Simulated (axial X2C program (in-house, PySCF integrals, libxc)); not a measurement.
# TaOH⁺: bond lengths and stretches, held linear

How do method and spin–orbit coupling move the bonds and stretches of TaOH⁺, held linear?

Method: all-electron X2C, two-component (2c) or spin-free, Ta dyall-v3z, O dyall-av3z, H dyall-v3z; program: an in-house X2C program for linear molecules on PySCF integrals.

All values are calculated.

2 further runs of the same task are left out: 2 set aside as unsound or not needed.

## Step 1: Set-up

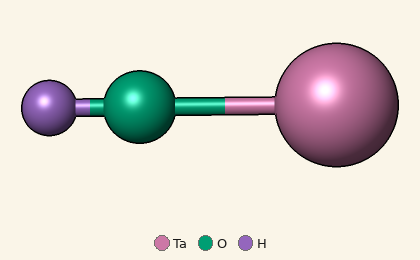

The atoms on one line, bonds 2.090 and 0.960 Å (tantalum pink, oxygen teal, hydrogen purple).

The input, task.json:

```json
{"zs": [73, 8, 1], "q": 1, "bas": ["dyall-v3z", "dyall-av3z", "dyall-v3z"], "r0": [2.09, 0.96], "symm": 0, "scan": ["PBE0", "HF", "PBE"], "levels": ["PBE0", "HF", "B3LYP"], "nst": 2}
```

Keys: zs atomic numbers; q charge; bas basis sets; r0 starting distance in Å; symm equal bonds; scan levels of the two-bond scan (MP2 follows by itself at each HF point); levels methods; nst determinants followed.

On the command line:

```bash
python solin.py task.json out
```

Masses Ta 180.948, O 15.995, H 1.008 u.

## Step 2: Scan at PBE0, 2c

State: Ω = 3/2 (beyond evenly filled blocks: ω = 1/2, ω = -3/2, ω = 5/2). Energies above the lowest point, from the job's result record:

```csv
r(Ta–O) (Å),r(O–H) (Å),E (meV)
1.7179,0.9399,64.62
1.7179,0.9640,48.50
1.7179,0.9881,62.23
1.7620,0.9399,15.00
1.7620,0.9640,0.00
1.7620,0.9881,14.89
1.7620,1.0122,55.08
1.8060,0.9399,54.90
1.8060,0.9640,40.79
1.8060,0.9881,56.60
1.8501,0.9640,152.97
1.8501,1.0122,211.35
```

A quadratic surface with cubic terms in each bond gives the minimum at 1.762 and 0.963 Å, force constants 7.35, 8.25 and coupling 0.14 mdyn/Å.

## Step 3: Scan at HF, 2c

State: Ω = 3/2 (beyond evenly filled blocks: ω = 1/2, ω = -3/2, ω = 5/2). Energies above the lowest point, from the job's result record:

```
r(Ta–O) (Å)  r(O–H) (Å)  E (meV)
     1.7179      0.9399    93.06
     1.7179      0.9640   103.37
     1.7179      0.9881   143.70
     1.7620      0.9399     0.00
     1.7620      0.9640    11.74
     1.7620      0.9881    53.54
     1.7620      1.0122   120.74
     1.8060      0.9399     2.49
     1.8060      0.9640    15.43
     1.8060      0.9881    58.45
     1.8501      0.9640    95.90
     1.8501      1.0122   209.40
```

A quadratic surface with cubic terms in each bond gives the minimum at 1.782 and 0.943 Å, force constants 7.15, 9.36 and coupling 0.18 mdyn/Å.

## Step 4: Scan at PBE, 2c

State: Ω = 3/2 (beyond evenly filled blocks: ω = 1/2, ω = -3/2, ω = 5/2). Energies above the lowest point, from the job's result record:

| r(Ta–O) (Å) | r(O–H) (Å) | E (meV) |
| --- | --- | --- |
| 1.7179 | 0.9399 | 96.47 |
| 1.7179 | 0.9640 | 66.97 |
| 1.7179 | 0.9881 | 67.28 |
| 1.7620 | 0.9399 | 28.55 |
| 1.7620 | 0.9640 | 0.00 |
| 1.7620 | 0.9881 | 1.30 |
| 1.7620 | 1.0122 | 27.85 |
| 1.8060 | 0.9399 | 49.41 |
| 1.8060 | 0.9640 | 21.59 |
| 1.8060 | 0.9881 | 23.64 |
| 1.8501 | 0.9640 | 113.78 |
| 1.8501 | 1.0122 | 144.24 |

A quadratic surface with cubic terms in each bond gives the minimum at 1.772 and 0.975 Å, force constants 6.97, 7.67 and coupling 0.11 mdyn/Å.

## Step 5: The levels side by side

| level | r(Ta–O) (Å) | r(O–H) (Å) | lower stretch (cm⁻¹) | upper stretch (cm⁻¹) |
| --- | --- | --- | --- | --- |
| PBE0, 2c | 1.762 | 0.963 | 895.3 | 3846.2 |
| HF, 2c | 1.782 | 0.943 | 883.2 | 4094.6 |
| PBE, 2c | 1.772 | 0.975 | 871.6 | 3707.3 |
| MP2, 2c | 1.770 | 0.968 | 897.5 | 3784.6 |
| PBE0, spin-free | 1.763 | 0.964 | 896.8 | 3844.1 |
| HF, spin-free | 1.783 | 0.943 | 885.3 | 4092.6 |
| PBE, spin-free | 1.773 | 0.975 | 872.8 | 3705.6 |
| MP2, spin-free | 1.770 | 0.969 | 899.9 | 3782.6 |

Scans not shown above were run alike.

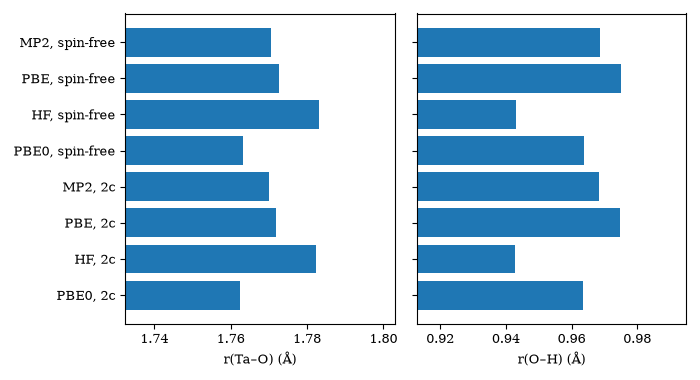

The two bond lengths by level.

**Reading.** Over the levels the Ta–O bond spans 1.762 to 1.783 Å and the O–H bond 0.943 to 0.975 Å. At PBE0 spin–orbit coupling leaves both bonds unchanged to 0.001 Å. Each state is one determinant, the lowest of a limited PBE0 search; the stretches come from a fit to few points and are good to some per cent at best. MP2 freezes inner shells (threshold -2 hartree). The molecule was held linear; bending was not examined, so a bent shape may lie lower. Note: several unpaired electrons, one determinant need not be a pure state.
